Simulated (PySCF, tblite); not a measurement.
# C8H5BO4: geometry, infrared bands and NMR shifts

What infrared bands and NMR shifts should C8H5BO4 (`O=C1OB(c2ccccc2)OC1=O`) show?

Programs: tblite 0.8.0 and PySCF 2.14.0, with density-fitted response routines of our own. Each step states its level of theory. These are calculated values for one molecule in the gas phase, unless marked as measured. Atoms count from 0, in the outputs and in this text.

### 1 The molecule as given

18 atoms, charge 0, multiplicity 1; geometry from: force field or distance geometry start.

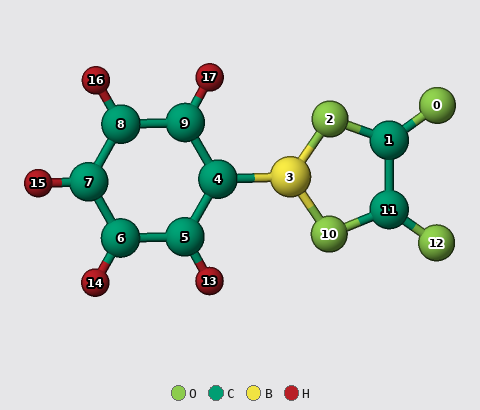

The starting geometry (oxygen green, carbon teal, boron yellow, hydrogen red), atoms numbered.

### 2 Optimising the geometry with GFN2-xTB

What the job is given:

```
{"job": {"kind": "relax", "xc": "GFN2-xTB", "basis": "xTB"}, "charge": 0, "multiplicity": 1}
O      4.203400     1.827400    -0.950200
C      3.274400     1.063400    -0.570200
O      1.936400     1.339000    -0.679400
B      1.260200     0.160700    -0.100900
C     -0.294300    -0.037500     0.026700
C     -0.828900    -1.201200     0.593400
C     -2.208500    -1.363600     0.690600
C     -3.063700    -0.368800     0.222900
C     -2.541700     0.784900    -0.355300
C     -1.166300     0.957600    -0.452600
O      2.264900    -0.834500     0.376300
C      3.478500    -0.240000     0.073000
O      4.595600    -0.759500     0.324200
H     -0.167300    -1.981400     0.967200
H     -2.618800    -2.257100     1.141500
H     -4.144300    -0.502700     0.307900
H     -3.213200     1.559800    -0.721100
H     -0.775200     1.859900    -0.905600
```

Run with:

```sh
OMP_NUM_THREADS=1 python probes_run.py task.json out
```

This one command runs all jobs of the session in turn.

What it wrote:

```text
step      E/eV     max force
  0   -1012.48969    4.979
  1   -1012.71259    6.822
  2   -1013.11157    1.269
  3   -1013.15656    0.742
  4   -1013.18799    0.530
  5   -1013.20246    0.523
  6   -1013.22333    0.450
  7   -1013.23315    0.520
  8   -1013.24070    0.203
  9   -1013.24463    0.149
 10   -1013.24747    0.199
 11   -1013.25069    0.205
 12   -1013.25262    0.124
 13   -1013.25384    0.071
 14   -1013.25474    0.067
 15   -1013.25543    0.064
 16   -1013.25572    0.029
 17   -1013.25582    0.027
 18   -1013.25586    0.017
 19   -1013.25588    0.012
 20   -1013.25589    0.004
```

Wall time 0.19 s (1 thread of Arm Neoverse V1, shared host).

Relaxation path:

```
step  energy from step 0 (eV)  largest force (eV/Å)
   0                   0.0000                4.9787
   1                  -0.2229                6.8216
   2                  -0.6219                1.2689
   3                  -0.6669                0.7420
   4                  -0.6983                0.5305
   5                  -0.7128                0.5226
   6                  -0.7336                0.4499
   7                  -0.7435                0.5204
   8                  -0.7510                0.2027
   9                  -0.7549                0.1490
  10                  -0.7578                0.1989
  11                  -0.7610                0.2046
  12                  -0.7629                0.1235
  13                  -0.7641                0.0712
  14                  -0.7650                0.0669
  15                  -0.7657                0.0638
  16                  -0.7660                0.0292
  17                  -0.7661                0.0267
  18                  -0.7662                0.0165
  19                  -0.7662                0.0116
  20                  -0.7662                0.0042
```

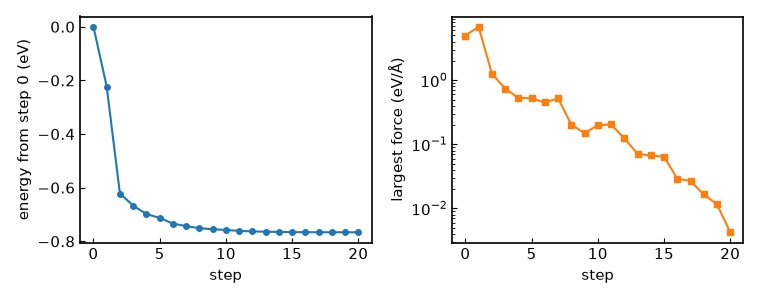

Energy and force, step by step.

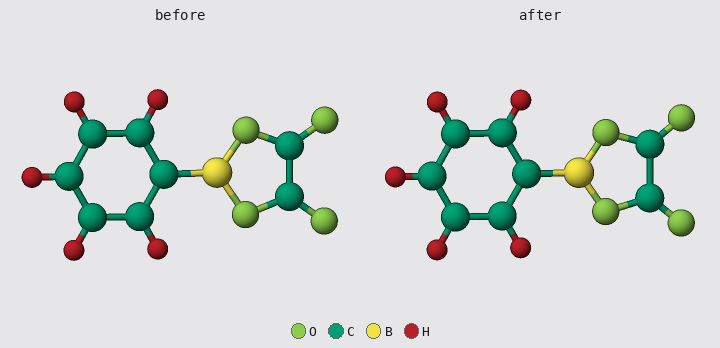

Before and after, at one scale.

Close pairs (by a distance rule), those that changed most:

```
   bond  before (Å)  after (Å)  change (Å)
 B3–O10       1.493      1.390      -0.103
  O2–B3       1.477      1.390      -0.087
 C1–C11       1.468      1.551      +0.083
  O0–C1       1.261      1.190      -0.072
C11–O12       1.257      1.190      -0.068
O10–C11       1.385      1.347      -0.038
  B3–C4       1.572      1.542      -0.031
  C1–O2       1.370      1.347      -0.023
```

The next job starts from the end point, and lists it.

### 3 Infrared spectrum with GFN2-xTB

What the job is given:

```
{"job": {"kind": "ir", "xc": "GFN2-xTB", "basis": "xTB"}, "charge": 0, "multiplicity": 1}
O      4.050671     1.865472    -0.968241
C      3.232667     1.094093    -0.579049
O      1.897868     1.263376    -0.647072
B      1.269101     0.153741    -0.094780
C     -0.257414    -0.030856     0.015191
C     -0.801854    -1.187371     0.588874
C     -2.169599    -1.351333     0.689470
C     -3.023606    -0.365173     0.219737
C     -2.504938     0.786509    -0.352275
C     -1.137552     0.953139    -0.454008
O      2.213768    -0.765531     0.346175
C      3.447444    -0.284887     0.097279
O      4.471187    -0.832782     0.356900
H     -0.132033    -1.951296     0.952664
H     -2.573260    -2.248291     1.134621
H     -4.092966    -0.494006     0.299328
H     -3.170096     1.554028    -0.718478
H     -0.728146     1.847487    -0.897992
```

What it wrote:

```text
mode    cm-1     km/mol
  1      44.2      0.00
  2      59.3      1.54
  3      76.1      0.62
  4     149.9      0.00
  5     169.0      3.54
  6     268.9      1.65
  7     318.8      0.73
  8     332.2      9.90
  9     360.1      0.00
 10     372.4      8.02
 11     431.4     22.65
 12     585.3      0.02
 13     590.7     92.41
 14     615.5      0.52
 15     623.2      8.04
 16     625.9      3.60
 17     668.7     26.52
 18     750.4      4.29
 19     754.1      0.09
 20     778.5      0.00
 21     847.4      6.48
 22     880.9      0.01
 23     917.2      0.02
 24     933.6      0.01
 25     936.8      0.04
 26     939.2     78.90
 27     971.1     18.52
 28    1066.7      3.10
 29    1083.7      0.29
 30    1103.8    114.37
 31    1135.6    191.80
 32    1177.8    621.78
 33    1180.8      0.20
 34    1194.6     18.51
 35    1274.9      1.85
 36    1289.2    782.52
 37    1317.8      1.17
 38    1419.0     10.08
 39    1458.4     82.70
 40    1565.8      2.19
 41    1590.4     77.19
 42    1810.1    171.64
 43    1848.5    803.29
 44    3081.3      0.43
 45    3087.4      8.86
 46    3093.6     36.17
 47    3100.6     44.27
 48    3102.0      7.26
```

Run time: 0.83 s. Hardware: 1 thread of Arm Neoverse V1, shared host.

Which atoms move in the most intense modes:

```
cm⁻¹  km/mol                                 atoms
 591    92.4                               B3 57 %
1104   114.4                     B3 13 %, H15 13 %
1136   191.8                               B3 26 %
1178   621.8  C11 29 %, C1 29 %, O10 17 %, O2 17 %
1289   782.5                      B3 52 %, C4 22 %
1458    82.7    C4 17 %, C8 12 %, C6 12 %, C9 10 %
1810   171.6  C1 31 %, C11 31 %, O12 19 %, O0 19 %
1848   803.3  C11 31 %, C1 31 %, O0 18 %, O12 18 %
```

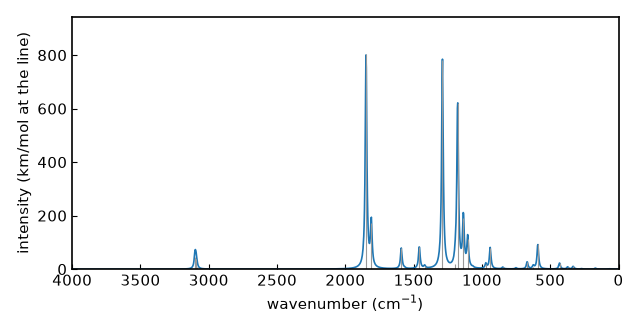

The infrared spectrum from these modes, unscaled. Lines are broadened to a width of 14 cm⁻¹ (Lorentzian).

### 4 Shielding tensors: PBE0/pcSseg-1

The job, as its differences from that of step 3:

```diff
@@ -1,2 +1,2 @@
-{"job": {"kind": "ir", "xc": "GFN2-xTB", "basis": "xTB"}, "charge": 0, "multiplicity": 1}
+{"job": {"kind": "nmr", "xc": "PBE0", "basis": "pcSseg-1"}, "charge": 0, "multiplicity": 1}
 O      4.050671     1.865472    -0.968241
```

With the program's defaults for keys left out, this is: GIAO PBE0/pcSseg-1 NMR shielding, non-relativistic, gas phase.

What it wrote:

```text
coarse grid: 17224 points
cycle   1  E = -632.5033844155  dE =  2.979e+00  |g| = 1.322e+00  |ddm| = 4.336e+00
cycle   2  E = -631.4076620154  dE =  1.096e+00  |g| = 2.810e+00  |ddm| = 2.576e+00
cycle   3  E = -632.8083818602  dE = -1.401e+00  |g| = 3.813e-01  |ddm| = 1.912e+00
cycle   4  E = -632.8310128467  dE = -2.263e-02  |g| = 1.723e-01  |ddm| = 3.644e-01
cycle   5  E = -632.8361040426  dE = -5.091e-03  |g| = 2.995e-02  |ddm| = 1.183e-01
cycle   6  E = -632.8362853381  dE = -1.813e-04  |g| = 1.069e-02  |ddm| = 3.107e-02
cycle   7  E = -632.8363119770  dE = -2.664e-05  |g| = 3.891e-03  |ddm| = 1.266e-02
cycle   8  E = -632.8363156448  dE = -3.668e-06  |g| = 1.089e-03  |ddm| = 4.178e-03
final grid: 172568 points
cycle   9  E = -632.9526843881  dE = -2.157e-05  |g| = 1.659e-02  |ddm| = 4.427e-02
cycle  10  E = -632.9525822965  dE =  1.021e-04  |g| = 2.905e-02  |ddm| = 2.880e-02
cycle  11  E = -632.9527321982  dE = -1.499e-04  |g| = 4.403e-03  |ddm| = 1.845e-02
cycle  12  E = -632.9527360802  dE = -3.882e-06  |g| = 5.206e-04  |ddm| = 3.234e-03
cycle  13  E = -632.9527361258  dE = -4.551e-08  |g| = 1.802e-04  |ddm| = 4.998e-04
cycle  14  E = -632.9527361328  dE = -7.050e-09  |g| = 2.885e-05  |ddm| = 1.682e-04
cycle  15  E = -632.9527361329  dE = -1.251e-10  |g| = 1.436e-05  |ddm| = 3.182e-05
converged SCF energy = -632.9527361329

GIAO shielding tensors (ppm)
atom      isotropic    diamagn.    paramagn.     s11        s22        s33       span
  0 O     -154.492     390.422    -544.914   -488.680   -300.787    325.992    814.672
  1 C       27.071     248.671    -221.600    -70.442     59.408     92.247    162.689
  2 O       69.487     399.528    -330.041   -103.597     50.737    261.321    364.918
  3 B       66.647     198.131    -131.484     46.160     69.249     84.532     38.373
  4 C       58.502     256.314    -197.811    -37.836     20.637    192.705    230.541
  5 C       42.834     253.004    -210.170    -75.366     22.505    181.361    256.727
  6 C       52.970     253.757    -200.787    -58.262     37.259    179.914    238.176
  7 C       44.599     254.576    -209.977    -68.587     23.741    178.644    247.231
  8 C       52.954     253.760    -200.806    -58.296     37.252    179.905    238.200
  9 C       42.865     252.979    -210.114    -75.277     22.499    181.372    256.649
 10 O       69.481     399.545    -330.065   -103.627     50.759    261.310    364.936
 11 C       27.072     248.649    -221.577    -70.447     59.424     92.240    162.687
 12 O     -154.480     390.427    -544.906   -488.713   -300.755    326.029    814.741
 13 H       23.173      33.057      -9.884     18.836     22.206     28.477      9.641
 14 H       23.792      29.904      -6.111     20.257     24.147     26.973      6.717
 15 H       23.619      28.751      -5.132     20.465     23.711     26.680      6.216
 16 H       23.792      29.898      -6.106     20.257     24.146     26.972      6.715
 17 H       23.175      33.045      -9.870     18.842     22.213     28.471      9.629
```

Run time: 65 s. Hardware: 1 thread of Arm Neoverse V1, shared host; peak memory 1.2 GiB.

Shifts follow as δ = σ(reference) − σ, with reference shieldings (ppm) from runs at the same level and on the same kind of geometry: 1H TMS 31.72, 13C TMS 186.9, 17O H2O 336.1, 11B BF3·OEt2 100.1. The references are single molecules in the gas phase, so shifts against H2O, NH3, PH3, H3PO4 or CFCl3 are not on the usual liquid scales and can be off by tens of ppm. Atoms listed in one row are averaged.

```
   atoms                                   environment  σ (ppm)  δ (ppm)  δ scaled to CDCl3
 C1, C11                               carbonyl carbon     27.1    159.9              154.1
  C5, C9                                   aromatic CH     42.8    144.1              138.7
      C7                                   aromatic CH     44.6    142.3              137.0
  C6, C8                                   aromatic CH     53.0    134.0              128.8
      C4                   substituted aromatic carbon     58.5    128.4              123.4
H13, H17                    hydrogen on an aromatic CH    23.17     8.54               8.16
     H15                    hydrogen on an aromatic CH    23.62     8.10               7.74
H14, H16                    hydrogen on an aromatic CH    23.79     7.92               7.58
 O0, O12                               carbonyl oxygen   -154.5    490.6                  –
 O2, O10   oxygen bonded to C, B, in a 5-membered ring     69.5    266.6                  –
      B3  boron bonded to C, 2 O, in a 5-membered ring     66.6     33.4                  –
```

The scaled column applies a straight-line fit of computed shieldings to shifts measured in CDCl3 (root-mean-square error 0.16 ppm for H, 1.9 ppm for C).

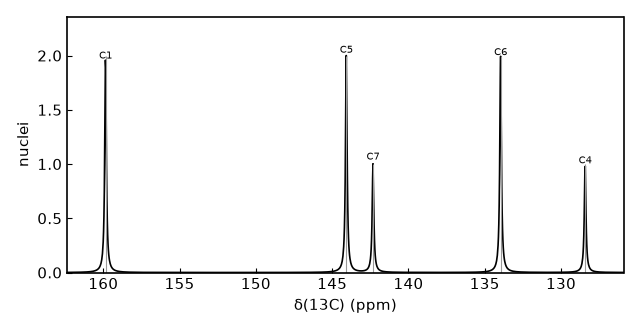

13C lines at the computed shifts, without couplings. Lines are broadened to a width of 0.13 ppm (Lorentzian).

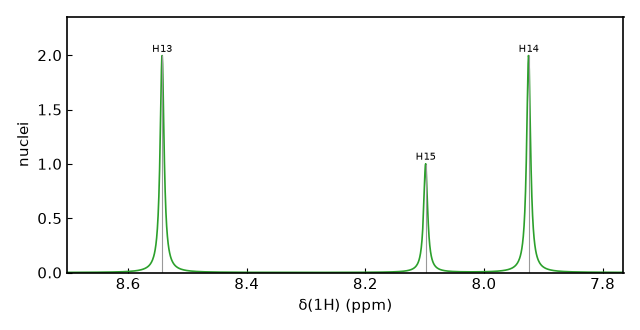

1H lines at the computed shifts, without couplings. Lines are broadened to a width of 0.01 ppm (Lorentzian).

Charges from the same density, by scheme (e):

```
  atoms  Mulliken    IAO  Hirshfeld  ESP fit
O0, O12     -0.30  -0.35      -0.20    -0.42
C1, C11      0.43   0.47       0.21     0.56
O2, O10     -0.42  -0.37      -0.15    -0.41
     B3      0.75   0.52       0.26     0.66
     C4     -0.30  -0.17      -0.09    -0.31
 C5, C9     -0.08  -0.11      -0.03    -0.02
 C6, C8     -0.06  -0.15      -0.04    -0.15
     C7     -0.07  -0.12      -0.03    -0.10
```

IAO charges:

O0 -0.35; C1 0.47; O2 -0.37; B3 0.52; C4 -0.17; C5 -0.11; C6 -0.15; C7 -0.12; C8 -0.15; C9 -0.11; O10 -0.37; C11 0.47; O12 -0.35; H13 0.16; H14 0.16; H15 0.16; H16 0.16; H17 0.16

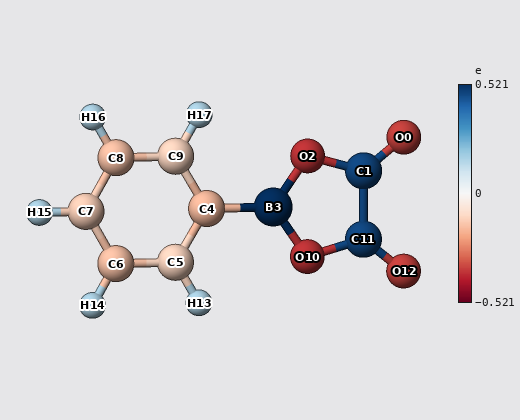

IAO charges, as colours on the atoms.

Mayer bond orders: O0–C1 2.08, C1–O2 0.98, O2–B3 1.08, B3–C4 0.95, C4–C5 1.40, C5–C6 1.46, C6–C7 1.42, C7–C8 1.42, C8–C9 1.46, B3–O10 1.08, O10–C11 0.98, C11–O12 2.08, C11–C1 0.94, C9–C4 1.40.

Ring of atoms C1, O2, B3, O10, C11: NICS(0) 0.3, NICS(1) -2.2, NICS(1)zz -1.5 ppm (means of both faces).

Ring of atoms C4, C5, C6, C7, C8, C9: NICS(0) -7.2, NICS(1) -10.9, NICS(1)zz -28.0 ppm (means of both faces).

### 5 Results

```
                                                               quantity                                  value
                              strongest single infrared mode (GFN2-xTB)                  1848 cm⁻¹, 803 km/mol
                                           zero-point energy (GFN2-xTB)                          74.3 kcal/mol
13C shifts against TMS (PBE0/pcSseg-1, means over atoms taken as alike)  159.9, 144.1, 142.3, 134.0, 128.4 ppm
 1H shifts against TMS (PBE0/pcSseg-1, means over atoms taken as alike)                   8.54, 8.10, 7.92 ppm
17O shifts against H2O (PBE0/pcSseg-1, means over atoms taken as alike)                       490.6, 266.6 ppm
                            11B shifts against BF3·OEt2 (PBE0/pcSseg-1)                               33.4 ppm
```

What this shows: The optimisation took 20 steps and gained 0.766 eV; among the close pairs (by a distance rule), B3–O10 changed most, from 1.493 to 1.390 Å. No mode is imaginary among the 48: a minimum at this level. The strongest single mode, at 1848 cm⁻¹, is carried by C11, C1, O0, O12. Unscaled tight-binding wavenumbers are off by several per cent, some by more. Its intensities can rank the bands wrongly. At PBE0/pcSseg-1: The largest span, 815 ppm, is at O0, O12, where the paramagnetic term is -545 ppm. NICS(1)zz of -28 ppm above the planar ring from C4 marks a diatropic (aromatic) ring current.
